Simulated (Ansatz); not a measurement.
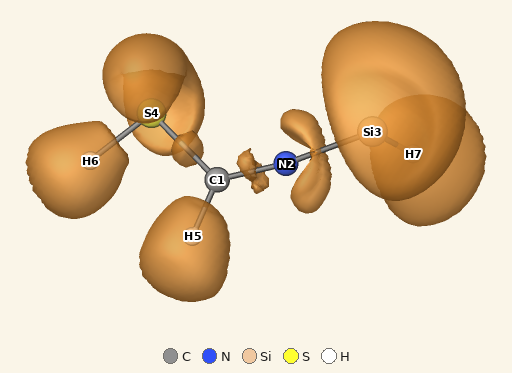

CH3NSSi. Isosurface of the ELF at 0.85 (orange), seen at a tilt. Only the valence region is drawn (cores and ρ < 0.01 e/Å³ removed).

Level of theory: RKS B3LYP-D4/def2-SVP in Ansatz.

```xyz
7

C    -0.7226   -0.1311   -0.6266
N     0.1554   -0.0003    0.2561
Si    1.4218    0.4169    1.2930
S    -0.3385   -0.6011   -2.3034
H    -1.7983    0.0258   -0.4296
H    -1.6144   -0.5683   -2.7530
H     1.5343   -0.9870    1.9056
```

Where are the electrons localised?

The ELF exceeds this value in one region between bonded C–N atoms (shared pairs), one region between bonded C–S atoms (shared pairs), one region between bonded N–Si atoms (shared pairs), three regions around hydrogen nuclei, one lobe on Si, pointing away from the bonds (lone pairs) and one region wrapped around S (its lone pairs, merged into a ring or cap).

Values along the shortest contacts:
C–N (1.25 Å): the ELF peaks at about 0.90 between the atoms; a short, multiple covalent bond. Si–N (1.69 Å): the ELF peaks at about 0.90 between the atoms; a shared but strongly polarised pair.
